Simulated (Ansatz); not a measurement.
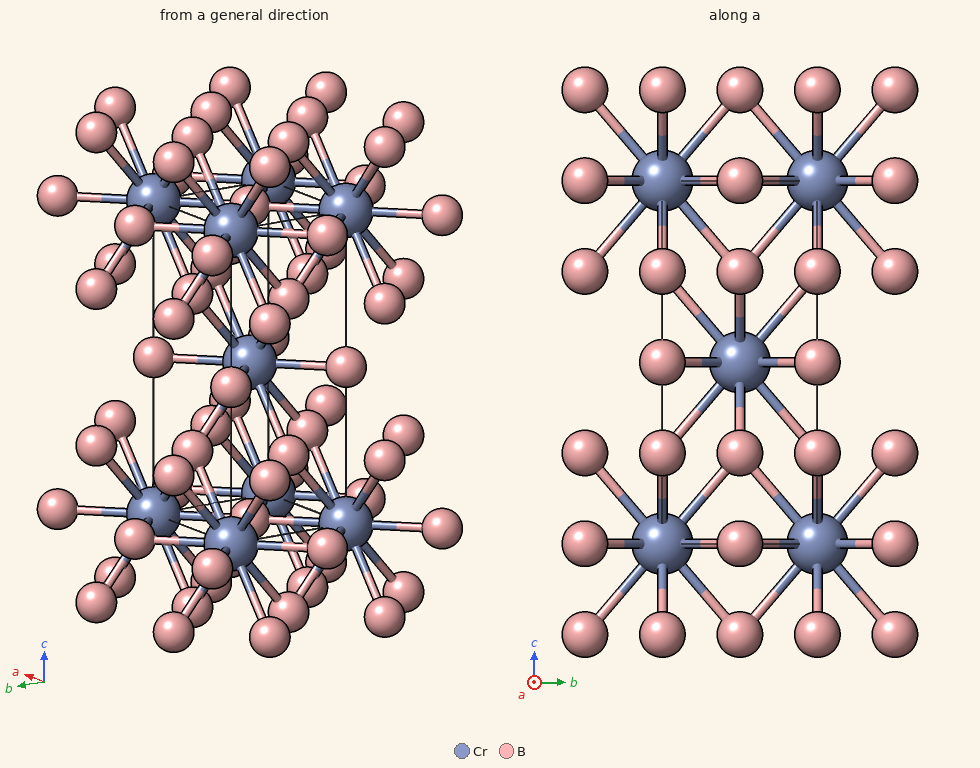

Crystal structure, ball-and-stick style, seen from a general direction and along the a axis. One conventional unit cell is framed, with atoms on its boundary repeated. A few atoms beyond the faces are included.

The cell is given by a = 2.895 Å, b = 2.895 Å, c = 6.781 Å, α = 90.00°, β = 90.00°, γ = 90.00°.

Connected in the drawing: B–Cr up to 2.81 Å (cut-off distances).

The composition is CrB$_{3}$.

Q: Which of the Bravais lattices applies?

A: Body-centred tetragonal.

Q: State the space group and its number.

A: I4/mmm (No. 139), with Cr on 2a, B on 2b and B on 4d.

Q: What are the neighbours of B?

A: Each B has four Cr at about 2.0 to 2.2 Å.

Q: In how many dimensions do the bonds extend?

A: The bonds build a three-dimensional framework.

It goes back to a textbook structure type filled with these elements (whether it is the usual form wasn't checked). The picture shows the end point of a geometry optimisation with Ansatz 0.2.0, DFT PBE, scalar-relativistic, plane waves, PAW.
